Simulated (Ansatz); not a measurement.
## Strength of the C–O bond: C2H3O2 → CH3 + CO2

Species: C2H3O2 `CO[C]=O`, doublet; CH3 (methyl radical) `[CH3]`, doublet; CO2 (carbon dioxide) `O=C=O`, singlet. 

Shapes, held fixed at every level: PBE0-D4/def2-TZVP. Flexible molecules stand in one conformer, not always the lowest. Programs: Ansatz 0.2.0. The zero-point and thermal change to 298 K, harmonic and unscaled (PBE0-D4/def2-TZVP), is -15.1 kJ/mol.

```tsv
level	kind	ΔH(298 K) (kJ/mol)	less CCSD(T)/CBS estimate	CPU time (sum over the molecules)
HF/def2-SVP	Hartree–Fock	-116.1	-29.9	–
r2SCAN-D4/def2-TZVPP	meta-GGA	-91.6	-5.4	27 s
B3LYP-D4/def2-TZVPP	global hybrid	-87.2	-1.0	17 s
wB97X-V/def2-TZVPP	range-separated hybrid	-74.2	+12.0	38 s
MP2/def2-TZVPP	perturbation theory	-103.3	-17.1	–
CCSD(T)/def2-SVP	coupled cluster or CI	-95.8	-9.6	25 s
CCSD(T)/CBS estimate	coupled cluster or CI	-86.2	0.0	10 min
```

The highest level, CCSD(T)/CBS estimate, gives ΔH(298 K) = -86.2 kJ/mol; the levels span -116.1 to -74.2. A fragment pairs its electrons up again, so this isn't a typical strength of such a bond. The column of differences is taken from that level and isn't an error. No measured value is set beside it here. Open shells run unrestricted unless RO is named. The CBS estimate extrapolates MP2 from def2-TZVPP and def2-QZVPP and adds CCSD(T) − MP2 in the triple-zeta set, cores frozen. Times are processor times on shared x86 and Arm servers, and rough.

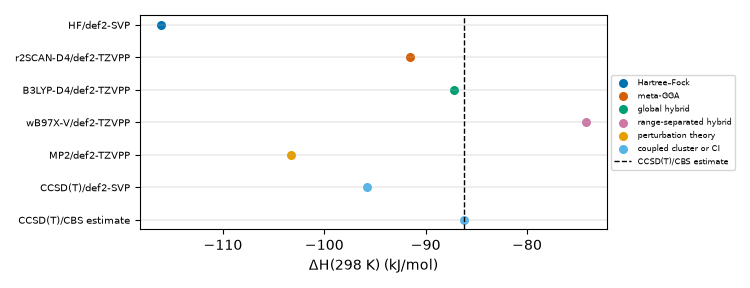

The values of the table, level by level.
